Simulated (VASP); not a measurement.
# Which face does Tc expose?, part 3 of 5

How do surface energy, work function and relaxation of Tc depend on the face?

VASP 6.6.1; PBEsol; plane waves and PAW (Tc).

So far. Step 3 (The bulk reference, job self-consistent run, k-mesh …): The run ends at a pressure of -0.68 GPa. Step 4 (Relaxing the slab, 8 atoms, face Tc(0001)): The run ended after 7 ionic steps, 0.298 eV below its first step, once the forces on the free atoms met EDIFFG = -0.03.

## Step 5: Potential and states of the slab, 8 atoms, face Tc(0001)

A static run writes the electrostatic potential without exchange and correlation (LVHAR), which is flat in the vacuum and gives the level to count from. The dipole correction cancels the field that unlike faces would set up across the vacuum.

Input file INCAR:

```
SYSTEM = Tc
PREC = Normal
ENCUT = 320
EDIFF = 1E-06
NELM = 120
ISMEAR = 1
SIGMA = 0.15
LREAL = .FALSE.
ALGO = Fast
GGA = PS
NBANDS = 36
LASPH = .TRUE.
LORBIT = 11
LWAVE = .FALSE.
LCHARG = .TRUE.
KPAR = 4
IDIPOL = 3
LDIPOL = .TRUE.
DIPOL = 0.5 0.5 0.5
LVHAR = .TRUE.
LVACPOTAV = .TRUE.
NEDOS = 1500
```

Input file POSCAR:

```
Tc
1.0
    2.7178253313      0.0000000000      0.0000000000
    1.3589126656      2.3537057800      0.0000000000
    0.0000000000      0.0000000000     30.2043141996
Tc
8
Direct
    0.6666666700      0.6666666700      0.2506679901
    0.0000000000      0.0000000000      0.3173261670
    0.6666666700      0.6666666700      0.3934891659
    0.0000000000      0.0000000000      0.4623768072
    0.6666666700      0.6666666700      0.5376231928
    0.0000000000      0.0000000000      0.6065108341
    0.6666666700      0.6666666700      0.6826738330
    0.0000000000      0.0000000000      0.7493320099
```

Input file KPOINTS:

```
Automatic mesh
0
Gamma
15 15 1
0 0 0
```

Potentials, in the order of the species: Tc (PBE family, release 64).

Command:

```
mpirun -np 4 vasp_std
```

What it wrote:

```text
[... set-up lines as in an earlier step ...]
 entering main loop
       N       E                     dE             d eps       ncg     rms          rms(c)
DAV:   1     0.211185385659E+03    0.21119E+03   -0.19477E+04  1960   0.915E+02
DAV:   2    -0.722645656479E+02   -0.28345E+03   -0.26812E+03  2384   0.224E+02
DAV:   3    -0.943135116437E+02   -0.22049E+02   -0.20974E+02  2924   0.535E+01
DAV:   4    -0.954317562840E+02   -0.11182E+01   -0.10656E+01  2908   0.117E+01
DAV:   5    -0.954861450104E+02   -0.54389E-01   -0.52653E-01  3120   0.229E+00    0.497E+01
RMM:   6    -0.106272016602E+03   -0.10786E+02   -0.64967E+01  2839   0.239E+01    0.237E+01
RMM:   7    -0.250120534831E+03   -0.14385E+03   -0.27365E+02  3636   0.630E+01    0.336E+01
RMM:   8    -0.127535413671E+03    0.12259E+03   -0.56005E+01  2811   0.228E+01    0.254E+01
RMM:   9    -0.109348021213E+03    0.18187E+02   -0.19614E+01  2929   0.108E+01    0.227E+01
RMM:  10    -0.894774661570E+02    0.19871E+02   -0.35116E+01  2899   0.131E+01    0.693E+00
RMM:  11    -0.908608809380E+02   -0.13834E+01   -0.42613E+00  2459   0.615E+00    0.793E+00
RMM:  12    -0.896399634155E+02    0.12209E+01   -0.10475E+00  2962   0.282E+00    0.575E+00
RMM:  13    -0.897857205349E+02   -0.14576E+00   -0.31159E-01  2945   0.126E+00    0.606E+00
RMM:  14    -0.894144811815E+02    0.37124E+00   -0.10524E-01  2713   0.845E-01    0.520E+00
RMM:  15    -0.884120119723E+02    0.10025E+01   -0.18550E+00  3567   0.297E+00    0.148E+00
RMM:  16    -0.883844335706E+02    0.27578E-01   -0.10443E-01  2740   0.785E-01    0.105E+00
RMM:  17    -0.884294348242E+02   -0.45001E-01   -0.13097E-01  2711   0.841E-01    0.145E+00
RMM:  18    -0.883859169733E+02    0.43518E-01   -0.58428E-02  2697   0.638E-01    0.822E-01
RMM:  19    -0.883690642885E+02    0.16853E-01   -0.28756E-02  2755   0.453E-01    0.445E-01
RMM:  20    -0.883671026745E+02    0.19616E-02   -0.93582E-03  3071   0.236E-01    0.375E-01
RMM:  21    -0.883648216665E+02    0.22810E-02   -0.38093E-03  2426   0.189E-01    0.234E-01
RMM:  22    -0.883635222802E+02    0.12994E-02   -0.44490E-03  2731   0.160E-01    0.609E-02
RMM:  23    -0.883636757339E+02   -0.15345E-03   -0.10304E-03  2792   0.750E-02    0.706E-02
RMM:  24    -0.883635834400E+02    0.92294E-04   -0.71782E-04  2517   0.877E-02    0.386E-02
RMM:  25    -0.883635803386E+02    0.31014E-05   -0.26578E-04  3006   0.399E-02    0.209E-02
RMM:  26    -0.883635883882E+02   -0.80496E-05   -0.30906E-05  2389   0.189E-02    0.965E-03
RMM:  27    -0.883636062871E+02   -0.17899E-04   -0.13818E-05  2378   0.113E-02    0.668E-03
RMM:  28    -0.883636350694E+02   -0.28782E-04   -0.25947E-05  2631   0.135E-02    0.133E-02
RMM:  29    -0.883636564453E+02   -0.21376E-04   -0.37660E-06  1627   0.640E-03    0.811E-03
RMM:  30    -0.883636606237E+02   -0.41784E-05   -0.44362E-06  1728   0.537E-03    0.239E-03
RMM:  31    -0.883636711212E+02   -0.10497E-04   -0.10898E-06  1333   0.374E-03    0.221E-03
RMM:  32    -0.883636767057E+02   -0.55845E-05   -0.69786E-07  1294   0.264E-03    0.207E-03
RMM:  33    -0.883636781687E+02   -0.14630E-05   -0.27249E-07  1056   0.192E-03    0.895E-04
RMM:  34    -0.883636787105E+02   -0.54185E-06   -0.18020E-07   969   0.161E-03
 -----------------------------------------------------------------------------
|                                                                             |
|           W    W    AA    RRRRR   N    N  II  N    N   GGGG   !!!           |
|           W    W   A  A   R    R  NN   N  II  NN   N  G    G  !!!           |
|           W    W  A    A  R    R  N N  N  II  N N  N  G       !!!           |
|           W WW W  AAAAAA  RRRRR   N  N N  II  N  N N  G  GGG   !            |
|           WW  WW  A    A  R   R   N   NN  II  N   NN  G    G                |
|           W    W  A    A  R    R  N    N  II  N    N   GGGG   !!!           |
|                                                                             |
|     Did not find any points to average over, which means that no vacuum     |
|     field-free region was found. Please increase the size of  your cell     |
|     in the dimension of the dipole correction to obtain accurate            |
|     workfunction values.                                                    |
|                                                                             |
 -----------------------------------------------------------------------------

   1 F= -.88363679E+02 E0= -.88364922E+02  d E =0.372970E-02
```

Elapsed: 34 s, on 4 MPI ranks of Intel Xeon 6975P-C (Granite Rapids), shared host; peak memory 0.75 GiB.

From OUTCAR (step 5):

```text
   NELECT =      56.0000    total number of electrons

 dipolmoment           0.000000      0.000000      0.000000 electrons x Angstroem

 E-fermi :   5.8205

 k-point     1 :       0.0000    0.0000    0.0000
  band No.  band energies     occupation
    ...
     26       4.5869      2.00000
     27       4.5869      2.00000
     28       4.7630      2.00000
     29       4.7631      2.00000
     30       5.0842      2.00000
     31       5.9810     -0.06194
     32       5.9810     -0.06194
     33       6.1412     -0.00998
     34       6.3873     -0.00000
     35       6.3873     -0.00000
    ...

  Total       -3.0654877     -3.0654877     -0.1216385      0.0000000      0.0000000      0.0000000
  in kB      -25.4195268    -25.4195268     -1.0086460      0.0000000      0.0000000      0.0000000
  external PRESSURE =     -17.2825666 kB  Pullay stress =       0.0000000 kB

 POSITION                                       TOTAL-FORCE (eV/Angst)
 -----------------------------------------------------------------------------------
      2.71783      1.56914      7.57125         0.000000      0.000000      0.004596
      0.00000      0.00000      9.58462         0.000000      0.000000     -0.014783
      2.71783      1.56914     11.88507        -0.000000     -0.000000     -0.017014
      0.00000      0.00000     13.96577        -0.000000      0.000000     -0.018522
      2.71783      1.56914     16.23854         0.000000     -0.000000      0.018522
      0.00000      0.00000     18.31924         0.000000      0.000000      0.017014
      2.71783      1.56914     20.61969        -0.000000     -0.000000      0.014783
      0.00000      0.00000     22.63306        -0.000000     -0.000000     -0.004596
 -----------------------------------------------------------------------------------
    total drift:                               -0.000002     -0.000001     -0.000000

  FREE ENERGIE OF THE ION-ELECTRON SYSTEM (eV)
  ---------------------------------------------------
  free  energy   TOTEN  =       -88.3636787105 eV

  energy  without entropy=      -88.3674084088  energy(sigma->0) =      -88.36492194

 vacuum level on the upper side and lower side of the slab        10.595        10.595

[... 8 parts as in an earlier step ...]

[... 9 further parts left out ...]
```

This step gave:

| Item | Value |
| --- | --- |
| electronic cycles | 34 |
| Fermi energy | 5.821 eV |
| dipole moment | 0, 0, 0 e·Å |
| vacuum levels | 10.60, 10.60 eV |
| work functions of the upper and lower face | 4.775, 4.775 eV |

The planar average of the electrostatic potential oscillates, so the rows of the table below give means over windows of 2.16 Å about each position, cut where the curve ends. Its maxima inside the range that stand out by 2 % of the span (Å: eV): 8.6: -3.78, 10.8: -0.520, 12.9: -2.60, 15.1: -0.616, 17.3: -2.60, 19.4: -0.520, 21.6: -3.78. Its minima: 7.6: -24.1, 9.6: -24.3, 11.9: -24.2, 13.9: -24.2, 16.3: -24.2, 18.3: -24.2, 20.6: -24.3, 22.7: -24.1.

Zero at the Fermi level. Table of planar average of the electrostatic potential by height; means over each step:

| height (Å) | planar average of the electrostatic potential (eV) |
| --- | --- |
| 1.08 | 4.78 |
| 3.24 | 4.77 |
| 5.40 | 3.98 |
| 7.56 | -13.5 |
| 9.72 | -13.6 |
| 11.88 | -13.6 |
| 14.04 | -13.6 |
| 16.20 | -13.6 |
| 18.36 | -13.5 |
| 20.52 | -13.6 |
| 22.68 | -13.5 |
| 24.84 | 4.05 |
| 27.00 | 4.77 |
| 29.16 | 4.78 |

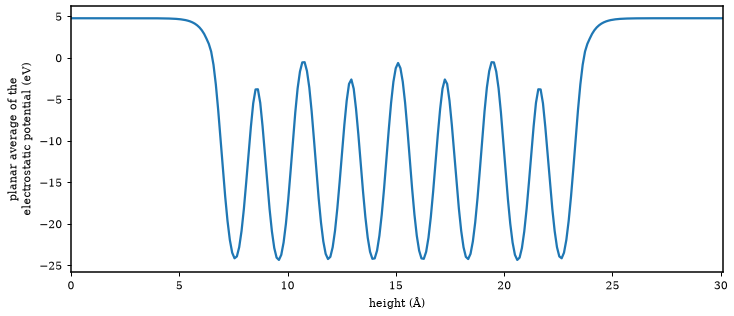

Planar average of the electrostatic potential, plotted against height.

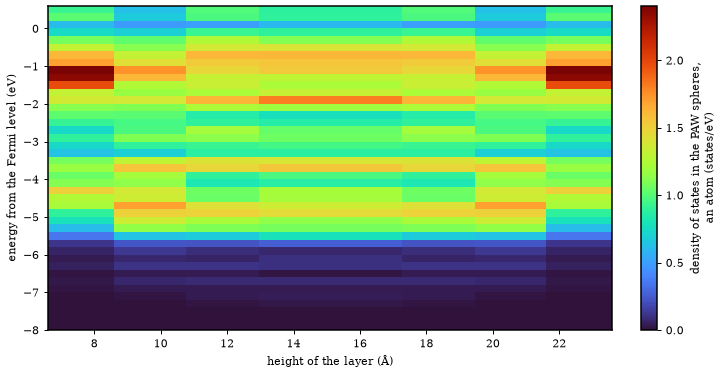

Density of states in the PAW spheres, an atom over height of the layer and energy from the Fermi level.

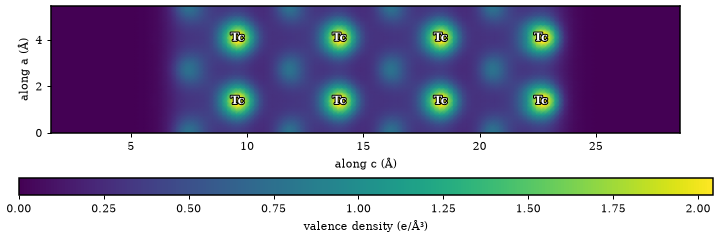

Valence density in the ca plane at fractional y = 0.000, with atoms of Tc within 0.2 Å of it. It is the smooth field of the valence electrons, not physical close to the nuclei. The map starts off the cell's origin, so that atoms lie inside it. The far vacuum is left out of the map.

The map of layer states is cut here 0.5 eV above the Fermi level, so it leaves out the states above that.

The vacuum level lies 4.77 eV above the Fermi level at the upper face; both faces agree, as the slab has next to no dipole.

The program found no field-free point at its default tolerance, but its printed level agrees with the flat part of the planar average.

On this mesh the fine structure of the density of states is sampling noise, and high empty states may be cut by the number of bands.

(Part 3 of 5 ends here.)

[Lines on the potential files, build, host, timing and source positions are cut from VASP's logs without a mark.]

[Logs are printed without paths, hosts, clocks, repeated set-up lines and the standing remarks that a program may print on its own settings, such as how far it seeks lower states.]

[Hosts, paths, dates, database ids (printed as entryN), source tags and the programs' standing remarks are cut or masked in the printed files.]

[Runs that stopped without an error message from VASP are left out.]
